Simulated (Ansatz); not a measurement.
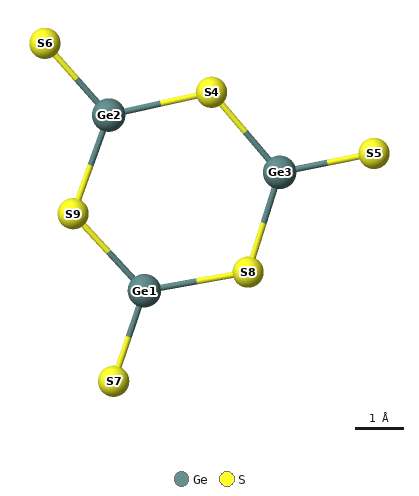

**Figure 1.** The structure (ball-and-stick view, seen on its broad side; atoms are numbered from 1 in the order of the input). Sticks mark near contacts.

**Ge$_{3}$S$_{6}$: one change and its effect**

System: Ge$_{3}$S$_{6}$.
Method of run A: RKS PBE0-D4/def2-TZVP (Ansatz 0.2.0).

The geometry comes from this level: r2SCAN-D4/def2-SVP. Text and figures count atoms from 1; the logs count them from 0 in places.

### Input file, run A
```yaml
crystal:
  periodic: [false, false, false]
  atoms:
    - {symbol: Ge, position_ang: [-0.766681, -2.044708, 0.132893]}
    - {symbol: Ge, position_ang: [2.157541, 0.357175, -0.072345]}
    - {symbol: Ge, position_ang: [-1.391183, 1.687675, -0.060781]}
    - {symbol: S, position_ang: [0.785135, 2.094341, -0.115444]}
    - {symbol: S, position_ang: [-2.676846, 3.249653, -0.128102]}
    - {symbol: S, position_ang: [4.153642, 0.686388, -0.138572]}
    - {symbol: S, position_ang: [-1.475309, -3.936345, 0.262236]}
    - {symbol: S, position_ang: [-2.209355, -0.365174, 0.079948]}
    - {symbol: S, position_ang: [1.423056, -1.728994, 0.040166]}
basis:
  gaussian: {orbitals: def2-TZVP, initial_orbitals: start.molden}
hamiltonian: {xc: pbe0, dispersion: d4}
scf: {omitted_lower_state_checks: [starts]}
output: {orbitals: {seedname: orbitals}}
```

Launched with:
```bash
ansatz run in.yaml --threads 4 --pin off --events-out ev --progress --plain --max-ram 6963MiB
```

Hardware: 4 threads of Arm Neoverse V1, 23 GiB of memory available, shared host.

### Output (run A)
```
Functional definition: PBE0
  parameter a = 0.25
  parameter kappa = 0.804
  parameter beta = 0.06672455060314922
  exchange = (1 - a)*pbe_x(kappa = kappa, mu = beta*pi^2/3) + a*exact_x
  correlation = pbe_c(beta = beta)
these checks for a lower state are left out or cut short: starts
2829 factors; their error is unknown
mean field evaluation 1: about -234450.4191 eV, gradient 3.2e2 eV
mean field evaluation 2: about -234486.8601 eV, gradient 4.7e1 eV
mean field evaluation 4: about -234526.5923 eV, gradient 1.8e1 eV
mean field evaluation 8: about -234530.8736 eV, gradient 2.4e-1 eV
mean field -234530.87365301 eV, -8618.8506360125 hartree, gradient 5.7e-5 eV, S^2 0.000000; 0 other end points of the search recorded, 0 dependent functions left out
reference -234530.87368677 eV, -8618.8506372531 hartree; 96, 96 occupied and 270, 270 virtual orbitals, 2829 factors
Total energy: -234531.52312327 eV, -8618.8745036041 hartree
Checks for a lower state left out: starts
```

The input of run B differs as follows (lines with − go, lines with + come):
```diff
-  gaussian: {orbitals: def2-TZVP, initial_orbitals: start.molden}
+  gaussian: {orbitals: def2-SVP, initial_orbitals: start.molden}
```

Predict how the results change.

The total energy of run B is 1012.3 kcal/mol higher, which measures the change of basis and not a stability. The HOMO goes from −7.51 to −7.45 eV. The LUMO goes from −3.19 to −3.10 eV. The basis functions go from 366 to 204. On the same kind of shared host run B took about 0.22 times as long.

### Output (run B)
```
Functional definition: PBE0
  parameter a = 0.25
  parameter kappa = 0.804
  parameter beta = 0.06672455060314922
  exchange = (1 - a)*pbe_x(kappa = kappa, mu = beta*pi^2/3) + a*exact_x
  correlation = pbe_c(beta = beta)
these checks for a lower state are left out or cut short: starts
1887 factors; integrals over basis functions are off by at most 5.3e-4 eV
mean field evaluation 1: about -234486.7242 eV, gradient 9.4e0 eV
mean field evaluation 2: about -234486.9576 eV, gradient 1.7e-1 eV
mean field evaluation 4: about -234486.9773 eV, gradient 1.6e-4 eV
mean field -234486.97733708 eV, -8617.2374761559 hartree, gradient 1.3e-5 eV, S^2 0.000000; 0 other end points of the search recorded, 0 dependent functions left out
reference -234486.97736629 eV, -8617.2374772293 hartree; 96, 96 occupied and 108, 108 virtual orbitals, 1887 factors
Total energy: -234487.62680279 eV, -8617.2613435803 hartree
Checks for a lower state left out: starts
```

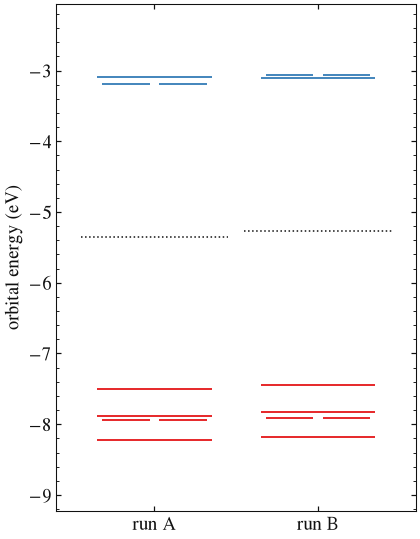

**Figure 2.** The five highest filled and three lowest empty orbital energies of the two runs; the dotted lines part filled from empty levels. The HOMO–LUMO gap is 4.32 eV in run A and 4.34 eV in run B.

### The two runs side by side

| quantity | run A | run B |
| --- | --- | --- |
| outcome | converged | converged |
| total energy (hartree) | −8618.874504 | −8617.261344 |
| HOMO (eV) | −7.51 | −7.45 |
| LUMO (eV) | −3.19 | −3.10 |
| basis functions | 366 | 204 |
| wall time (shared host) | 43 s | 9.5 s |
